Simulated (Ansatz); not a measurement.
# H₆OSSi (built from SMILES O[SiH3].S): a reaction path by the nudged elastic band

Aim: the minimum-energy path between two given structures and its highest point. Both ends were relaxed at PBE0-D4 in triple zeta.

Computed with Ansatz 0.2.0, Gaussian basis. Level: PBE0-D4/def2-SVP.

22 further runs of the same task are left out: 22 set aside as unsound or not needed.

## (1) The system as given

The first end: 9 atoms, charge 0, spin multiplicity 1.

Atoms are counted from 1 here; the program's logs count them from 0.

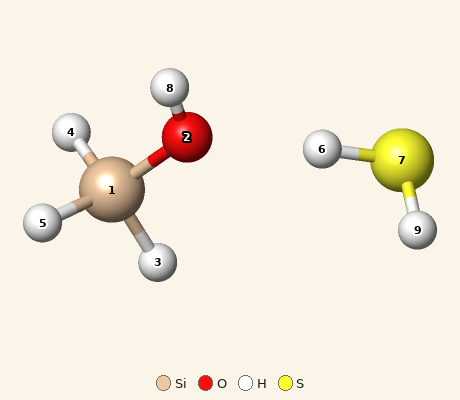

The starting geometry (silicon light orange, oxygen red, hydrogen white, sulfur yellow); atoms are numbered from 1 in the order of the file.

Coordinates:

```
Si   -1.20336   -0.08507    0.94503
O     0.38514    0.34437    0.76846
H    -1.50807   -0.95491   -0.21206
H    -2.08924    1.10967    0.94196
H    -1.41825   -0.82384    2.21838
H     1.28778    0.28615   -1.20926
S     1.68650    0.24569   -2.49450
H     0.77557    0.90923    1.43667
H     2.08373   -1.03129   -2.39457
```

The second end:

```xyz
9

Si   -1.2369   -0.3589   -0.2917
O     1.5257    0.7642    1.5111
H    -2.3291   -1.0401   -1.0318
H    -1.6615    1.0057    0.0941
H    -0.8593   -1.1652    0.8908
H     1.5531    0.5263    0.5759
S     0.4543   -0.0547   -1.5881
H     1.8018    1.6825    1.5428
H     0.7517   -1.3600   -1.7031
```

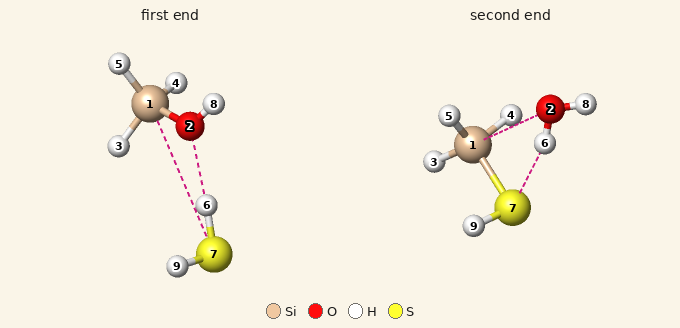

The two ends; dashed lines mark the contacts followed along the path.

## (2) The band at PBE0-D4/def2-SVP

Input file neb/in.yaml:

```yaml
crystal:
  periodic: [false, false, false]
  atoms:
    - {symbol: Si, position_ang: [-1.203361, -0.085068, 0.945027]}
    - {symbol: O, position_ang: [0.385140, 0.344375, 0.768463]}
    - {symbol: H, position_ang: [-1.508073, -0.954905, -0.212064]}
    - {symbol: H, position_ang: [-2.089244, 1.109666, 0.941961]}
    - {symbol: H, position_ang: [-1.418247, -0.823843, 2.218383]}
    - {symbol: H, position_ang: [1.287776, 0.286151, -1.209263]}
    - {symbol: S, position_ang: [1.686501, 0.245686, -2.494504]}
    - {symbol: H, position_ang: [0.775572, 0.909226, 1.436666]}
    - {symbol: H, position_ang: [2.083735, -1.031286, -2.394569]}
basis:
  gaussian: {orbitals: def2-SVP}
hamiltonian: {xc: pbe0, dispersion: d4}
neb:
  images: 5
  climbing: true
  max_iterations: 40
  initial_path: idpp
  final_atoms:
    - {symbol: Si, position_ang: [-1.236864, -0.358870, -0.291696]}
    - {symbol: O, position_ang: [1.525664, 0.764227, 1.511088]}
    - {symbol: H, position_ang: [-2.329101, -1.040062, -1.031831]}
    - {symbol: H, position_ang: [-1.661531, 1.005676, 0.094058]}
    - {symbol: H, position_ang: [-0.859322, -1.165184, 0.890849]}
    - {symbol: H, position_ang: [1.553116, 0.526292, 0.575917]}
    - {symbol: S, position_ang: [0.454339, -0.054664, -1.588063]}
    - {symbol: H, position_ang: [1.801803, 1.682545, 1.542834]}
    - {symbol: H, position_ang: [0.751696, -1.359961, -1.703054]}
```

Command:

```
$ ansatz run in.yaml --threads 2 --pin off --events-out ev --progress --plain --max-ram 4352MiB
```

The program printed:

```text
Functional definition: PBE0
  name "PBE0"
  cite "Adamo & Barone, J. Chem. Phys. 110, 6158 (1999) doi:10.1063/1.478522"
  cite "Perdew, Burke & Ernzerhof, Phys. Rev. Lett. 77, 3865 (1996) doi:10.1103/PhysRevLett.77.3865"
  parent pbe
  parameter a = 0.25
  parameter kappa = 0.804
  parameter beta = 0.06672455060314922
  exchange = (1 - a)*pbe_x(kappa = kappa, mu = beta*pi^2/3) + a*exact_x
  correlation = pbe_c(beta = beta)
816 factors; integrals over basis functions are off by at most 3.4e-4 eV
mean field evaluation 1: about -20838.1586 eV, gradient 4.3e1 eV
mean field evaluation 2: about -20833.2840 eV, gradient 6.7e1 eV
mean field evaluation 4: about -20841.4593 eV, gradient 1.3e0 eV
mean field evaluation 8: about -20841.4623 eV, gradient 5.5e-3 eV
mean field -20841.46226783 eV, -765.9096114922 hartree, gradient 4.5e-5 eV, S^2 0.000000; 0 other end points of the search recorded, 0 dependent functions left out
the calculation of the forces begins
reference -20841.46229421 eV, -765.9096124616 hartree; 22, 22 occupied and 58, 58 virtual orbitals, 816 factors
[... from here to the last solve, the lines of the solves are left out (178 solves) ...]
WARN: NEB end point (image 0): max|allowed force component| = 5.293e-1 eV/Å (the criterion of neb.relax_end_points is 1.000e-2). That is over neb.f_tol: it is no minimum, so the barrier can be far off. Relax it first
WARN: NEB end point (image 6): max|allowed force component| = 2.797e-1 eV/Å (the criterion of neb.relax_end_points is 1.000e-2). That is over neb.f_tol: it is no minimum, so the barrier can be far off. Relax it first
NEB iter   1: max|band force component| = 4.706e0 eV/Å  barrier→ = 4.4695 eV  barrier← = 4.3158 eV  Δτ_max = 0.2000 Å  (172 SCF iters)
NEB iter   2: max|band force component| = 3.341e0 eV/Å  barrier→ = 3.1192 eV  barrier← = 2.9656 eV  Δτ_max = 0.2000 Å  (139 SCF iters)
NEB iter   3: max|band force component| = 4.337e0 eV/Å  barrier→ = 2.0186 eV  barrier← = 1.8649 eV  Δτ_max = 0.1005 Å  (135 SCF iters)
NEB iter   4: max|band force component| = 1.604e0 eV/Å  barrier→ = 1.6774 eV  barrier← = 1.5237 eV  Δτ_max = 0.2000 Å  (129 SCF iters)
NEB iter   5: max|band force component| = 2.251e0 eV/Å  barrier→ = 1.6304 eV  barrier← = 1.4767 eV  Δτ_max = 0.0998 Å  (131 SCF iters)
NEB iter   6: max|band force component| = 6.516e-1 eV/Å  barrier→ = 1.4246 eV  barrier← = 1.2709 eV  Δτ_max = 0.1817 Å  (118 SCF iters)
NEB iter   7: max|band force component| = 5.539e-1 eV/Å  barrier→ = 1.3189 eV  barrier← = 1.1652 eV  Δτ_max = 0.1999 Å  (116 SCF iters)
NEB iter   8: max|band force component| = 5.284e-1 eV/Å  barrier→ = 1.1402 eV  barrier← = 0.9865 eV  Δτ_max = 0.2000 Å  (126 SCF iters)
NEB iter   9: max|band force component| = 5.496e-1 eV/Å  barrier→ = 1.0278 eV  barrier← = 0.8741 eV  CI = image 3  Δτ_max = 0.1797 Å  (128 SCF iters)
NEB iter  10: max|band force component| = 1.296e0 eV/Å  barrier→ = 1.1608 eV  barrier← = 1.0071 eV  CI = image 3  Δτ_max = 0.0910 Å  (120 SCF iters)
NEB iter  11: max|band force component| = 1.392e0 eV/Å  barrier→ = 1.1584 eV  barrier← = 1.0047 eV  CI = image 3  Δτ_max = 0.0901 Å  (117 SCF iters)
NEB iter  12: max|band force component| = 3.430e-1 eV/Å  barrier→ = 1.1034 eV  barrier← = 0.9497 eV  CI = image 3  Δτ_max = 0.1800 Å  (114 SCF iters)
NEB iter  13: max|band force component| = 5.026e-1 eV/Å  barrier→ = 1.0972 eV  barrier← = 0.9436 eV  CI = image 3  Δτ_max = 0.0902 Å  (118 SCF iters)
NEB iter  14: max|band force component| = 2.759e-1 eV/Å  barrier→ = 1.0958 eV  barrier← = 0.9421 eV  CI = image 3  Δτ_max = 0.0903 Å  (121 SCF iters)
NEB iter  15: max|band force component| = 2.662e-1 eV/Å  barrier→ = 1.0941 eV  barrier← = 0.9404 eV  CI = image 3  Δτ_max = 0.0456 Å  (114 SCF iters)
NEB iter  16: max|band force component| = 1.020e-1 eV/Å  barrier→ = 1.0934 eV  barrier← = 0.9398 eV  CI = image 3  Δτ_max = 0.0902 Å  (113 SCF iters)
NEB iter  17: max|band force component| = 5.495e-1 eV/Å  barrier→ = 1.0930 eV  barrier← = 0.9393 eV  CI = image 3  Δτ_max = 0.0449 Å  (116 SCF iters)
NEB iter  18: max|band force component| = 1.619e-1 eV/Å  barrier→ = 1.0927 eV  barrier← = 0.9391 eV  CI = image 3  Δτ_max = 0.0341 Å  (107 SCF iters)
NEB iter  19: max|band force component| = 1.290e-1 eV/Å  barrier→ = 1.0926 eV  barrier← = 0.9390 eV  CI = image 3  Δτ_max = 0.0292 Å  (107 SCF iters)
NEB iter  20: max|band force component| = 1.152e-1 eV/Å  barrier→ = 1.0926 eV  barrier← = 0.9389 eV  CI = image 3  Δτ_max = 0.0193 Å  (103 SCF iters)
NEB iter  21: max|band force component| = 6.024e-2 eV/Å  barrier→ = 1.0926 eV  barrier← = 0.9389 eV  CI = image 3  Δτ_max = 0.0884 Å  (102 SCF iters)
NEB iter  22: max|band force component| = 1.799e-1 eV/Å  barrier→ = 1.0925 eV  barrier← = 0.9389 eV  CI = image 3  Δτ_max = 0.0452 Å  (100 SCF iters)
NEB iter  23: max|band force component| = 1.363e-1 eV/Å  barrier→ = 1.0925 eV  barrier← = 0.9388 eV  CI = image 3  Δτ_max = 0.0444 Å  (98 SCF iters)
817 factors; integrals over basis functions are off by at most 1.3e-3 eV
mean field -20840.39368242 eV, -765.8703417027 hartree, gradient 1.9e-6 eV, S^2 0.000000; 0 other end points of the search recorded, 0 dependent functions left out
the calculation of the forces begins
reference -20840.39370612 eV, -765.8703425737 hartree; 22, 22 occupied and 58, 58 virtual orbitals, 817 factors
NEB iter  24: max|band force component| = 4.795e-2 eV/Å  barrier→ = 1.0925 eV  barrier← = 0.9388 eV  CI = image 3  CI's point: of a kind that is not told: the force calls were inconclusive, a negative curvature could not be distinguished from the path's own, the only one lies far off the path, or fixed occupations may fill a level only in part  Δτ_max = 0.0000 Å  (1258 SCF iters)
WARN: NEB end point (image 0): the path dips 0.026867 eV below it before the top, so the barrier from the dip is that much higher. The path crosses a lower well, or the end point is a saddle point, which neb.relax_end_points tests for
Total energy: -20840.47311717 eV, -765.8732608760 hartree
Atom 0 at    -0.858647    -0.194495     0.111810 Å, force     0.003290    -0.006333    -0.001420 eV/Å
Atom 1 at     0.777826     0.201097     0.949767 Å, force    -0.002131     0.005092    -0.009119 eV/Å
Atom 2 at    -1.021514    -1.538649    -0.504066 Å, force    -0.001963    -0.000678     0.001304 eV/Å
Atom 3 at    -1.689742     0.938312    -0.383430 Å, force     0.003108     0.002012    -0.001555 eV/Å
Atom 4 at    -1.430576    -0.406170     1.503614 Å, force     0.002268     0.000473     0.002315 eV/Å
Atom 5 at     1.255178     0.587679     0.083850 Å, force    -0.000464    -0.004883     0.007661 eV/Å
Atom 6 at     0.783099     0.451310    -1.713724 Å, force    -0.001472     0.004849    -0.003880 eV/Å
Atom 7 at     0.792897     0.711949     1.774718 Å, force    -0.001442     0.000118     0.002605 eV/Å
Atom 8 at     1.391279    -0.751031    -1.822439 Å, force    -0.001193    -0.000649     0.002088 eV/Å
Dipole moment:     0.225311     0.055403     0.670971 e Å
```

It took 3.7 min on 2 threads of Arm Neoverse V2, shared host.

The last band:

```
image  path (Å)  energy (kJ/mol)  Si1–S7 (Å)  O2–H6 (Å)  Si1–O2 (Å)  H6–S7 (Å)
    0      0.00              0.0        4.50       2.17        1.65       1.35
    1      1.12             -2.6        4.05       2.09        1.68       1.36
    2      2.24              3.0        3.35       1.91        1.69       1.36
    3      3.36            105.4        2.54       1.06        1.88       1.86
    4      4.65             46.1        2.19       0.97        2.93       2.25
    5      5.93             17.7        2.16       0.97        3.52       2.48
    6      7.22             14.8        2.15       0.97        3.48       2.50
```

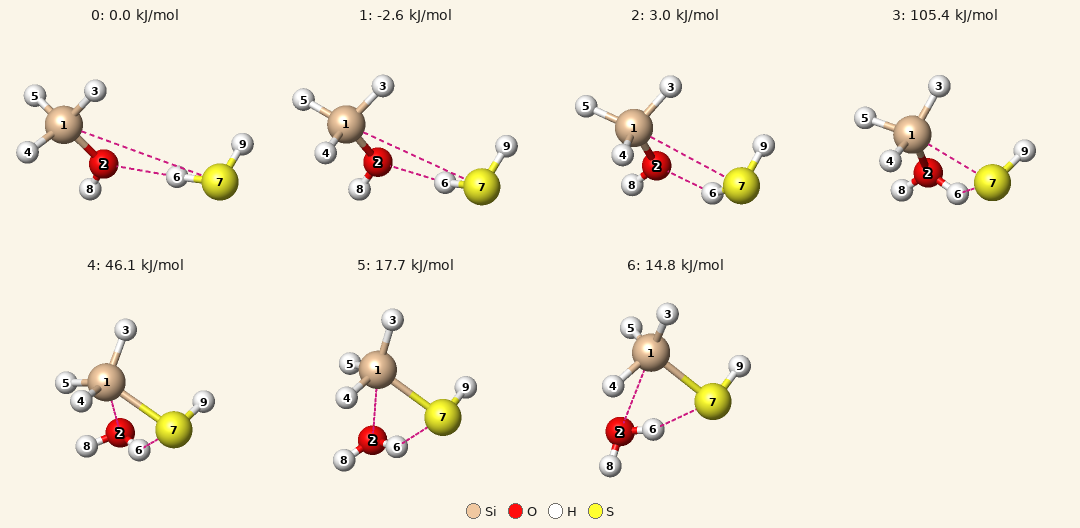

The images of the last band.

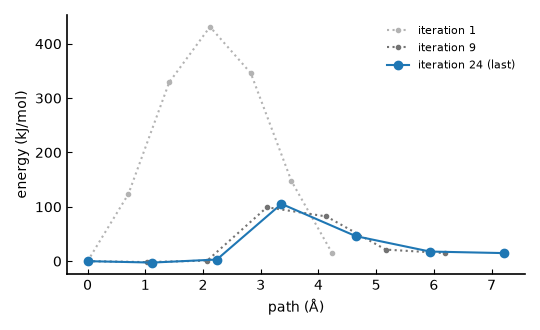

Energy along the path.

The highest image, 3:

```xyz
9
H6OSSi
Si   -0.85865   -0.19450    0.11181
O     0.77783    0.20110    0.94977
H    -1.02151   -1.53865   -0.50407
H    -1.68974    0.93831   -0.38343
H    -1.43058   -0.40617    1.50361
H     1.25518    0.58768    0.08385
S     0.78310    0.45131   -1.71372
H     0.79290    0.71195    1.77472
H     1.39128   -0.75103   -1.82244
```

## (3) Results

| quantity | value |
| --- | --- |
| PBE0-D4/def2-SVP, 24 iterations | highest 105.4 kJ/mol (image 3), last end +14.8 kJ/mol |
| from earlier runs: barrier over the separately found saddle, CCSD(T)/def2-TZVPP | 145.1 kJ/mol |

In words: The highest image lies 105.4 kJ/mol above the first end, and it climbed, so it estimates the saddle. The ends are not quite minima at this level (largest force component 0.53 eV/Å), so the heights are unreliable: relaxing the first end would lower it and raise the barrier above it. The highest image is 39.7 kJ/mol below the CCSD(T) barrier in triple zeta, which comes from separate runs on the saddle.
